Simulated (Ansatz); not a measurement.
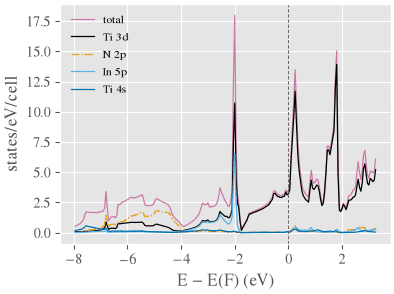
Fig. 1. Total and projected density of states of Ti3InN (anti-perovskite, Pm-3m), LDA in the plane-wave PAW code Ansatz

Q: Which orbitals carry the states next to the Fermi level?

A: Within 0.5 eV of the Fermi level: Ti 3d 90 %. Projections are on Löwdin-orthogonalised atomic valence shells; empty p or d shells of many metals are not among them.

Q: Where is the tallest occupied peak in this window, and what makes it?

A: Near -2.0 eV, about 18 states/eV per cell; the largest projected share is Ti 3d.

The workflow started from a Materials Project entry (that database holds measured and hypothetical structures alike); the Crystallography Open Database copy checked does not list it. Its standing as an ambient phase is unchecked. The cell was relaxed with LDA under the symmetry of its start; of distortions, only those at the zone centre were tested. The run is not spin-polarised. Spin–orbit coupling is left out wherever it is not named.

Potentials: the later of the program's two PAW sets.
